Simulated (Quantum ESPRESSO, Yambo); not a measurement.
# MgH2 (P4_2/mnm): G0W0 with Yambo, start to end, part 3 of 3

Wanted: ground state, empty states, screening and self-energy for MgH2 (P4_2/mnm).

Quantum ESPRESSO 7.5 and Yambo 5.3.0; PBE and many-body steps on it, plane waves. Known limits of the many-body steps: not at the basis limit; coarse k mesh.

So far. Step 3 (Bands along the symmetry lines): The gap is 3.756 eV, −0.139 eV from the run before at this level. Step 4 (Empty states on the mesh, 4×4×4 mesh, 407 bands): On this mesh the gap is 3.895 eV.

## (6) Screening and self-energy, 4×4×4 mesh, 173 bands, screening to 176.9 eV

G0W0 replaces the xc potential by the self-energy, built once from these orbitals. Only a window of levels is corrected, while the sums run over the empty bands that the input names.

This step: G0W0 on PBE, plane waves, norm-conserving pseudopotentials.

gw2.in

```
HF_and_locXC
gw0
dyson
ppa
em1d
rim_cut
RandQpts= 1000000
RandGvec= 1 RL
EXXRLvcs= 76 Ry
VXCRLvcs= 304 Ry
Chimod= "HARTREE"
% BndsRnXp
 1 | 173 |
%
NGsBlkXp= 13 Ry
% LongDrXp
 1 | 1 | 1 |
%
% GbndRnge
 1 | 173 |
%
DysSolver= "n"
ExtendOut
PPAPntXp= 27.21138 eV
% QPkrange
 4 | 4 | 11 | 14 |
 18 | 18 | 11 | 14 |
 21 | 21 | 11 | 14 |
 1 | 1 | 11 | 14 |
%
```

On the command line:

```console
$ OMP_NUM_THREADS=2 mpirun -n 2 yambo -F gw2.in -J gw2 -C gw2 > gw2.log
```

The program printed:

```text
 Yambo, version 5.3.0

 [02] CORE Variables Setup
 =========================

  [... cell, symmetries and grids as in the set-up ...]

  [02.05] Energies & Occupations
  ==============================

  [X] === General ===
  [X] Electronic Temperature                        :  0.000000  0.000000 [eV K]
  [X] Bosonic    Temperature                        :  0.000000  0.000000 [eV K]
  [X] Finite Temperature mode                       : no
  [X] El. density                                   :  0.38947E+24 [cm-3]
  [X] Fermi Level                                   :  1.704140 [eV]

  [X] === Gaps and Widths ===
  [X] Conduction Band Min                           :  3.895282 [eV]
  [X] Valence Band Max                              :  0.000000 [eV]
  [X] Filled Bands                                  :  12
  [X] Empty Bands                                   :    13   407
  [X] Direct Gap                                    :  4.665746 [eV]
  [X] Direct Gap localized at k                     :  21
  [X] Indirect Gap                                  :  3.895282 [eV]
  [X] Indirect Gap between kpts                     :   4  18
  [X] Last valence band width                       :  2.647368 [eV]
  [X] 1st conduction band width                     :  5.219411 [eV]

 [03] Transferred momenta grid and indexing
 ==========================================

 IBZ Q-points                                      :  21
 BZ  Q-points                                      :   64

 K/Q-points units:
 rlu = crystal or reduced units; cc = cartesian coordinates; iku = interal k-units

 Q [ 1]         [rlu]:  0.000000  0.000000  0.000000
 Q [ 2]         [rlu]:  0.000000  0.000000  0.250000
 Q [ 3]         [rlu]:  0.000000  0.000000 -0.500000
 Q [ 4]         [rlu]:  0.000000  0.250000  0.000000
 Q [ 5]         [rlu]:  0.000000  0.250000  0.250000
 Q [ 6]         [rlu]:  0.000000  0.250000 -0.500000
 Q [ 7]         [rlu]:  0.000000 -0.500000  0.000000
 Q [ 8]         [rlu]:  0.000000 -0.500000  0.250000
 Q [ 9]         [rlu]:  0.000000 -0.500000 -0.500000
 Q [10]         [rlu]:  0.250000  0.250000  0.000000
     [... 9 further rows ...]
 Q [20]         [rlu]: -0.250000  0.250000 -0.250000
 Q [21]         [rlu]: -0.250000  0.250000  0.500000

 [04] Coloumb potential Random Integration (RIM)
 ===============================================

  [04.01] RIM initialization
  ==========================

  * Diagonal components only detected *

  8 x (sBL volume)        :  0.074561 [a.u.]
  sBZ random points       :  1000000
  Points outside the sBZ  :   7992674
  RL volume               :  0.596489 [a.u.]
  Integrated volume       :  0.597036 [a.u.]

  [04.02] RIM integrals
  =====================

  Gamma point sphere radius             :  0.076346 [a.u.]
  Points outside the sphere             :   799746
  [Int_sBZ(q=0) 1/q^2]*(Vol_sBZ)^(-1/3) =:  7.538312
                                 should be <:  7.795600

  Summary of Coulomb integrals for non-metallic bands |Q|[au] RIM/Bare

  Q [1] 0.100000E-4 0.966996 * Q [4] 0.184031 0.952411
  Q [19] 0.260259 0.994565 * Q [10] 0.260259 0.994039
  Q [2] 0.275196 1.179740 * Q [5] 0.331059 1.091923
  Q [7] 0.368061 0.992365 * Q [20] 0.378771 1.053954
  Q [11] 0.378771 1.053813 * Q [13] 0.411505 0.995853
  Q [8] 0.459567 1.021692 * Q [14] 0.495045 1.016188
  Q [16] 0.520517 0.998458 * Q [3] 0.550392 1.045432
  Q [6] 0.580344 1.037073 * Q [17] 0.588788 1.007986
  Q [21] 0.608823 1.030597 * Q [12] 0.608823 1.030671
  Q [9] 0.662118 1.021843 * Q [15] 0.687217 1.018806
  Q [18] 0.757542 1.012986

 [WARNING] [Xp] User bands 1-173 break level degeneracy

 [05] Dipoles
 ============

  [05.01] Setup: observables and procedures
  =========================================

 [06] Dynamic Dielectric Matrix (PPA)
 ====================================

 [WR./gw2//ndb.pp]---------------------------------------------------------------
  Brillouin Zone Q/K grids (IBZ/BZ)                :   21   64   21   64
  RL vectors                                       :   5981 [WF]
  Coulomb cutoff potential                         : none
  Electronic Temperature                           :  0.000000 [K]
  Bosonic    Temperature                           :  0.000000 [K]
  PPA    diel. fun.  energies                      : Perdew, Burke & Ernzerhof(X)+Perdew, Burke & Ernzerhof(C)
  wavefunctions                                    : Perdew, Burke & Ernzerhof(X)+Perdew, Burke & Ernzerhof(C)
  Global Gauge                                     : length
  X matrix size                                    :   323
  X band range                                     :    1  173
  X e/h energy range                               : -1.000000 -1.000000 [eV]
  X Time ordering                                  : R
  X Hxc Kernel                                     : HARTREE
  X Drude frequency                                :  0.000000  0.000000
  X poles                                          :  100.0000 [o/o]
  RL vectors in the sum                            :   5981
  [r,Vnl] included                                 : yes
  Field direction                                  :  0.577350E-5  0.577350E-5  0.577350E-5
  BZ energy Double Grid                            : no
  BZ energy DbGd points                            : 0
  BZ Q point size factor                           : -1.000000
  X Optical Averaged directions                    : none

 [07] Local Exchange-Correlation + Non-Local Fock
 ================================================

 [VXC] Plane waves :   37211
 [EXS] Plane waves :   4683

 QP @ state[ 1 ] K range:  1  1
 QP @ state[ 1 ] b range:  11  14
 QP @ state[ 2 ] K range:   4   4
 QP @ state[ 2 ] b range:  11  14
 QP @ state[ 3 ] K range:  18  18
 QP @ state[ 3 ] b range:  11  14
 QP @ state[ 4 ] K range:  21  21
 QP @ state[ 4 ] b range:  11  14

 [xc] Functional : Perdew, Burke & Ernzerhof(X)+Perdew, Burke & Ernzerhof(C)
 [xc] LIBXC used to calculate xc functional

 [xc] E_xc :  -17.32084 [Ha]
      E_xc :  -34.64167 [Ry]

  Local XC kind (lXC) : Perdew, Burke & Ernzerhof(X)+Perdew, Burke & Ernzerhof(C)
  Non-Local XC kind (nlXC) : Hartree-Fock

  Corrections @ K [1] :  [eV]
 <11|nlXC|11> = -15.07684  0.70171E-17 <11|lXC|11> = -11.11025  0.18882E-15
 <12|nlXC|12> = -14.78517  0.29259E-16 <12|lXC|12> = -11.48397  0.97713E-20
 <13|nlXC|13> = -2.917208 -0.23266E-18 <13|lXC|13> = -6.816384  0.12528E-32
 <14|nlXC|14> = -5.742535  0.37434E-17 <14|lXC|14> = -9.977685  0.75528E-15

  Corrections @ K [4] :  [eV]
 <11|nlXC|11> = -15.04202 -0.69646E-17 <11|lXC|11> = -11.18512  0.94417E-16
 <12|nlXC|12> = -15.02455 -0.87162E-17 <12|lXC|12> = -11.63013  0.94429E-16
 <13|nlXC|13> = -4.396010 -0.27703E-17 <13|lXC|13> = -8.564984  0.94564E-16
 <14|nlXC|14> = -3.854312 -0.29750E-17 <14|lXC|14> = -8.265797 -0.47156E-16

  Corrections @ K [18] :  [eV]
 <11|nlXC|11> = -14.82775  0.42762E-17 <11|lXC|11> = -11.04921 -0.28323E-15
 <12|nlXC|12> = -14.82801  0.62942E-17 <12|lXC|12> = -11.04921 -0.94410E-16
 <13|nlXC|13> = -4.926584  0.28549E-17 <13|lXC|13> = -9.156240  0.47213E-16
 <14|nlXC|14> = -4.926619 -0.39121E-17 <14|lXC|14> = -9.156268  0.88369E-17

  Corrections @ K [21] :  [eV]
 <11|nlXC|11> = -14.96068  0.66854E-18 <11|lXC|11> = -11.32258 -0.83411E-20
 <12|nlXC|12> = -14.94148 -0.53680E-17 <12|lXC|12> = -11.30453  0.70794E-16
 <13|nlXC|13> = -4.638351  0.12018E-17 <13|lXC|13> = -8.888660 -0.47235E-16
 <14|nlXC|14> = -3.511073 -0.39952E-17 <14|lXC|14> = -7.761150  0.70806E-16

  [07.01] Hartree-Fock occupations report
  =======================================

  [Hartree-Fock] === General ===
  [Hartree-Fock] Electronic Temperature             :  0.000000  0.000000 [eV K]
  [Hartree-Fock] Bosonic    Temperature             :  0.000000  0.000000 [eV K]
  [Hartree-Fock] Finite Temperature mode            : no
  [Hartree-Fock] El. density                        :  0.38947E+24 [cm-3]
  [Hartree-Fock] Fermi Level                        :  1.704140 [eV]

  [Hartree-Fock] === Gaps and Widths ===
  [Hartree-Fock] Conduction Band Min                :  4.179119 [eV]
  [Hartree-Fock] Valence Band Max                   : -0.019702 [eV]
  [Hartree-Fock] Filled Bands                       :  12
  [Hartree-Fock] Empty Bands                        :    13   407
  [Hartree-Fock] Direct Gap                         :  4.665748 [eV]
  [Hartree-Fock] Direct Gap localized at k          :  12
  [Hartree-Fock] Indirect Gap                       :  4.198821 [eV]
  [Hartree-Fock] Indirect Gap between kpts          :   3  12
  [Hartree-Fock] Last valence band width            :  4.632971 [eV]
  [Hartree-Fock] 1st conduction band width          :  4.935574 [eV]

 [08] Dyson equation: Newton solver
 ==================================

  [08.01] G0W0 (W PPA)
  ====================

  [  GW  ] Bands range     :    1  173
  [GW/PPA] G damping       :  0.100000 [eV]

  QP @ state[ 1 ] K range:  1  1
  QP @ state[ 1 ] b range:  11  14
  QP @ state[ 2 ] K range:   4   4
  QP @ state[ 2 ] b range:  11  14
  QP @ state[ 3 ] K range:  18  18
  QP @ state[ 3 ] b range:  11  14
  QP @ state[ 4 ] K range:  21  21
  QP @ state[ 4 ] b range:  11  14

   Sc/G bands                                       :    1  173
   Sc/G damping                                     :  0.100000 ev
   Sc bands terminator                              : no
   Sx RL components                                 :   4683

   QP @ state[ 1 ] K range                          :  1  1
   QP @ state[ 1 ] b range                          :  11  14
   QP @ state[ 2 ] K range                          :   4   4
   QP @ state[ 2 ] b range                          :  11  14
   QP @ state[ 3 ] K range                          :  18  18
   QP @ state[ 3 ] b range                          :  11  14
   QP @ state[ 4 ] K range                          :  21  21
   QP @ state[ 4 ] b range                          :  11  14
   GF energies kind                                 : Perdew, Burke & Ernzerhof(X)+Perdew, Burke & Ernzerhof(C)
   GF WF`s kind                                     : Perdew, Burke & Ernzerhof(X)+Perdew, Burke & Ernzerhof(C)
   Xs energies kind                                 : Perdew, Burke & Ernzerhof(X)+Perdew, Burke & Ernzerhof(C)
   Xs WF`s kind                                     : Perdew, Burke & Ernzerhof(X)+Perdew, Burke & Ernzerhof(C)

 [11] Game Over & Game summary
```

The job ended after 7.2 min (2 MPI ranks of Arm Neoverse V1, shared host; peak memory 1.2 GiB; 27 min of CPU time).

This step gave:

```yaml
g0w0_gap_on_the_mesh: 5.955 eV
starting_gap_on_the_mesh: 3.895 eV
k_of_the_valence_top: 0, 0.25, 0
k_of_the_conduction_bottom: -0.5, -0.5, -0.5
least_direct_g0w0_gap_on_the_computed_points: 6.762 eV
z_at_the_valence_top: 0.7866
z_at_the_conduction_bottom: 0.8244
```

The gap on the mesh goes from 3.90 eV to 5.96 eV, a correction of +2.06 eV.

Limits: finite bands, cutoff and mesh; coarse k mesh. v1 is the top filled band, c1 the lowest empty one. The levels before and after the correction (eV, zero at the valence-band top of each column):

```
           conduction bottom  valence top
Kohn-Sham               3.90         0.00
     G0W0               5.96         0.00
```

```
                            level  energy (eV)
Kohn-Sham           (0 0.25 0) v2       -1.111
Kohn-Sham           (0 0.25 0) v1        0.000
Kohn-Sham           (0 0.25 0) c1        4.798
Kohn-Sham           (0 0.25 0) c2        6.524
Kohn-Sham     (-0.5 -0.5 -0.5) v2       -0.874
Kohn-Sham     (-0.5 -0.5 -0.5) v1       -0.874
Kohn-Sham  (-0.5 -0.5 -0.5) c1-c2        3.895
     G0W0           (0 0.25 0) v2       -1.195
     G0W0           (0 0.25 0) v1        0.000
     G0W0           (0 0.25 0) c1        6.789
     G0W0           (0 0.25 0) c2        8.501
     G0W0     (-0.5 -0.5 -0.5) v2       -0.978
     G0W0     (-0.5 -0.5 -0.5) v1       -0.973
     G0W0  (-0.5 -0.5 -0.5) c1-c2        5.955
```

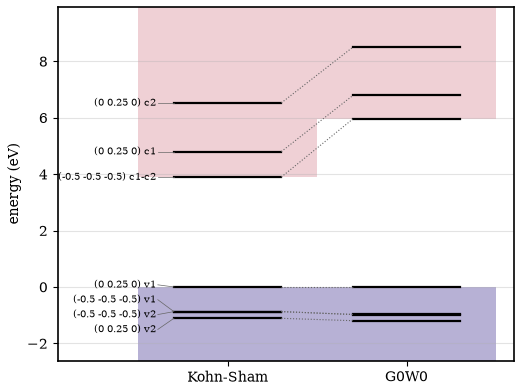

Levels before and after the correction. Shaded: valence and conduction bands.

## (7) Where the time went

Times are wall times on the hardware named with each run, good to a factor of about two.

```
                          step     time  share  memory (GiB)
                  ground state    7.1 s    1 %          0.29
bands along the symmetry lines    5.8 s    1 %          0.23
      empty states on the mesh  3.3 min   31 %           0.9
         conversion and set-up    2.4 s    0 %          0.25
     screening and self-energy  7.2 min   67 %           1.2
```

## (8) Summary of results

* PBE gap: 3.76 eV, indirect
* G0W0 gap on the mesh: 5.96 eV
* G0W0 gap over the zone (rigid shift): 5.82 eV
* GW settings: 4×4×4 mesh, 173 bands, screening to 176.9 eV, Godby-Needs plasmon pole
* known limits: not at the basis limit; coarse k mesh

What this shows: G0W0 moves the gap on the mesh from 3.90 eV to 5.96 eV (+2.06 eV), with Z of 0.79 and 0.82 at the edges. The mesh misses the band edges by 0.14 eV in all; a rigid shift gives 5.82 eV for the zone. The dearest step here is «screening and self-energy». Against experiment, by G0W0@PBE: the gap of 5.82 eV lies +0.22 eV from the measured 5.6 ± 0.1 eV (optical, 300 K, 2003). An exciton line or allowed optical edge lies below the quasiparticle gap by the binding energy; a forbidden edge can push the onset above it. The calculation has static nuclei and no excitons; a measured gap holds zero-point and thermal motion, which mostly lowers it. Bands and cutoff are finite, so the gap is not at the basis limit. The miss can reach some tenths of an eV and take either sign; the mesh is an error of its own. A denser mesh or path gives a starting gap of 3.76 eV: the GW mesh misses a band edge, so its gaps are not the fundamental one. The 4×4×4 mesh is coarse for this cell, which bears on the long-range parts of exchange and screening.

[Paths, hosts, dates, memory and timing lines, banners, echoed tables and standing remarks are left out of the program output.]

[Logs are printed without paths, hosts, clocks, repeated set-up lines and the standing remarks that a program may print on its own settings, such as how far it seeks lower states.]

[Runs of the session that timed out or met a known fault of the program may be left out.]

[Hosts, paths, dates, database ids (printed as entryN), source tags and the programs' standing remarks are cut or masked in the printed files.]
